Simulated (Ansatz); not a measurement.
## Se on Al(110): change of the work function: the clean slab

Ansatz 0.2.0; plane-wave DFT, RPBE, Ansatz PAW.

input.yaml

```yaml
crystal:
  lattice:
    - [4.05, 0.0, 0.0]
    - [0.0, 2.8637824638, 0.0]
    - [0.0, 0.0, 23.7275649276]
  atoms:
    - { symbol: Al, position: [0.0, 0.0, 0.3793056737] }
    - { symbol: Al, position: [0.5, 0.5, 0.4396528368] }
    - { symbol: Al, position: [0.0, 0.0, 0.5] }
    - { symbol: Al, position: [0.5, 0.5, 0.5603471632] }
    - { symbol: Al, position: [0.0, 0.0, 0.6206943263] }
kpoints:
  mp_grid: { grid: [8, 10, 1] }
hamiltonian:
  xc: rpbe
scf:
  occupations: { method: fermi_dirac, width: 0.1 }
  convergence: { dr2_threshold: 1.0e-08 }
efield:
  axis: 3
  dipole_correction: true
  ramp_position: 0.97
  ramp_width: 0.06
relax:
  f_tol: 0.02
  max_steps: 60
  constraints: [{ sites: [0, 1] }]
output:
  write_potential: true
  write_density: true
  volumetric_format: npy
```

Started as:

```bash
$ ansatz run input.yaml --threads 4 --pin off --max-ram 6144MiB --backend cpu --events-out ev --progress --plain --runs-dir out
```

Q: Predict the work function upper face and electron's electrostatic potential energy less the Fermi level against z.

In the vacuum the potential turns flat, and its height over the Fermi level, 3.92 eV, is the work function of the face beside that plateau.

The run keeps the 4 symmetry operations that it works with, so distortions that break them were not tested.

Relaxation path:

| step | energy less that of the first step (eV) | largest force component (eV/Å) |
| --- | --- | --- |
| 1 | 0.0000 | 0.1843 |
| 2 | -0.0066 | 0.0309 |
| 3 | -0.0067 | 0.0084 |

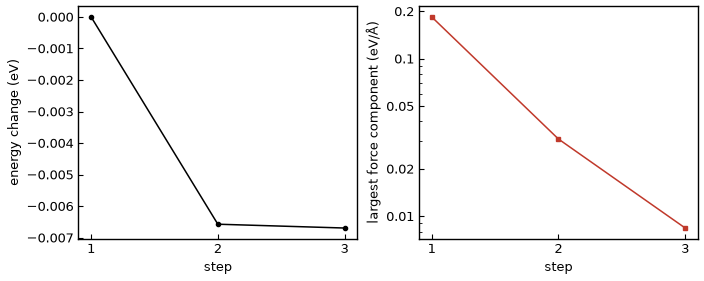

Energy and largest force along the relaxation.

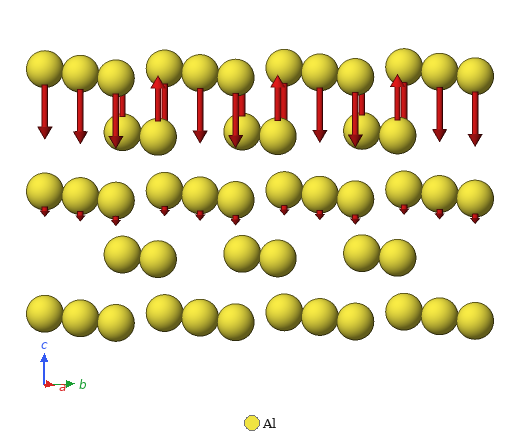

Displacements in the relaxation, exaggerated; the longest in the cell stands for 0.04 Å. 2×3×1 cells are drawn. Some periodic images of atoms are drawn too.

The atoms that moved most (Å):

| atom | dx | dy | dz | length |
| --- | --- | --- | --- | --- |
| Al5 | 0.000 | 0.000 | -0.045 | 0.045 |
| Al4 | 0.000 | 0.000 | 0.037 | 0.037 |
| Al3 | 0.000 | 0.000 | -0.008 | 0.008 |

Final coordinates:

```cif
data_structure
_symmetry_space_group_name_H-M 'P 1'
_symmetry_Int_Tables_number 1
_cell_length_a 4.0500
_cell_length_b 2.8638
_cell_length_c 23.7276
_cell_angle_alpha 90.000
_cell_angle_beta 90.000
_cell_angle_gamma 90.000
_cell_volume 275.20
loop_
_atom_site_label
_atom_site_type_symbol
_atom_site_fract_x
_atom_site_fract_y
_atom_site_fract_z
_atom_site_occupancy
Al1 Al 0.00000 0.00000 0.37931 1
Al2 Al 0.50000 0.50000 0.43965 1
Al3 Al 0.00000 0.00000 0.49965 1
Al4 Al 0.50000 0.50000 0.56192 1
Al5 Al 0.00000 0.00000 0.61882 1
```

Numbers from this step:

```yaml
work_function_upper_face: 3.917 eV
dipole_along_the_normal: -8.40e-5 e·Å
```

Running mean over 1.432 Å of the planar mean; the ramp of the sawtooth is left out. Electron's electrostatic potential energy less the Fermi level against z:

```
z (Å)  electron's electrostatic potential energy less the Fermi level (eV)
    4                                                                 3.92
    6                                                                 3.88
    8                                                                0.596
   10                                                                -4.70
   12                                                                -4.65
   14                                                                -4.95
   16                                                                 1.98
   18                                                                 3.90
   20                                                                 3.92
```

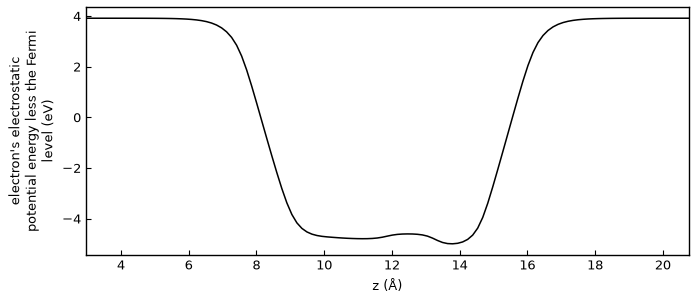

Electron's electrostatic potential energy less the Fermi level, plotted against z.

[Logs are printed without paths, hosts, clocks, repeated set-up lines and the standing remarks that a program may print on its own settings, such as how far it seeks lower states.]

[Hosts, paths, dates, database ids (printed as entryN), source tags and the programs' standing remarks are cut or masked in the printed files.]

[Maps of the electrostatic potential energy from Ansatz leave out the sawtooth potential of an applied field or a dipole correction, so their vacuum need not be flat; planar profiles and work functions include it.]
